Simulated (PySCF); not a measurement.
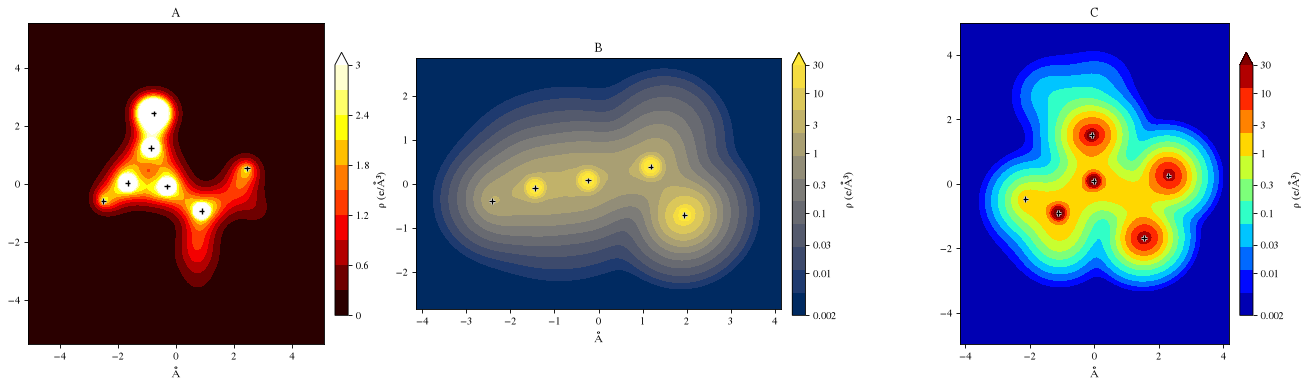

The total electron density of 3 systems, each on a plane through atoms (crosses mark nuclei in the plane).

These are results of PySCF, PBE0/pcSseg-1, SCF density, gas phase, non-relativistic, not measurements.

System 1: C₇H₇NO (SMILES CC(C)(C#N)c1cc1=O), the plane of atoms C6, C7 and C8. Geometry: GFN2-xTB, MD frame at 250 fs, 200 K.

```xyz
16

C    -0.9298   -0.1368    1.7760
C    -0.5383    0.2856    0.3681
C    -1.5850    0.0736   -0.7253
C    -0.2972    1.7580    0.4069
N    -0.2541    2.9013    0.4792
C     0.5971   -0.4826   -0.1551
C     1.6247   -0.6049   -1.0309
C     1.2802   -1.7514   -0.2237
O     1.4614   -2.8758    0.1265
H    -1.6140    0.5558    2.2125
H    -1.4149   -1.1131    1.7300
H     0.0046   -0.2015    2.4591
H    -1.1698    0.2673   -1.6749
H    -1.9649   -0.9550   -0.7023
H    -2.4531    0.6453   -0.4171
H     2.1767    0.0140   -1.6747
```

System 2: C₅H₇F₃O (SMILES COC1(C(F)(F)F)CC1), the plane of atoms O2, C3 and C8. Geometry: GFN2-xTB, MD frame at 250 fs, 600 K.

```xyz
16

C     1.5888    0.1111    0.0124
O     0.4154   -0.2361    0.8194
C    -0.9279   -0.0904    0.4012
C    -1.4755   -1.3344   -0.3097
F    -1.1150   -2.4108    0.4134
F    -2.7521   -1.3847   -0.3794
F    -1.0063   -1.3812   -1.5379
C    -1.7274    1.1358    0.1868
C    -1.7669    0.4917    1.4878
H     2.1117    1.0107    0.3126
H     2.2328   -0.7474    0.1403
H     1.3109    0.0603   -0.9847
H    -2.4421    1.2481   -0.6355
H    -1.1388    2.0866    0.2201
H    -1.0855    0.9379    2.2052
H    -2.7626    0.2084    1.9095
```

System 3: C₃HF₃ (SMILES C#CC(F)(F)F), the plane of atoms C2, C3 and F4. Geometry: GFN2-xTB, MD frame at 250 fs, 300 K.

```xyz
7

C     1.1668   -0.6694    0.7304
C     0.0541   -0.4129    0.3385
C    -1.3014   -0.0189   -0.0376
F    -2.0138   -1.0344   -0.5307
F    -1.9516    0.4752    0.9917
F    -1.2612    0.9250   -0.9597
H     2.1516   -0.9841    0.8268
```

Q: Which map belongs to which system?

A: Panel A is system 1, C₇H₇NO: the plane holds C, O and H. C–O (1.19 Å): ρ at the midpoint is about 3.3 e/Å³. Panel B is system 3, C₃HF₃: the plane holds C, F and H. C–C (1.21 Å): the density is about 2.7 e/Å³ at the midpoint. Panel C is system 2, C₅H₇F₃O: the plane holds O, C, F and H. C–O (1.41 Å): ρ is about 2 e/Å³ halfway, with its minimum of 1.8 e/Å³ about 0.5 Å from C.
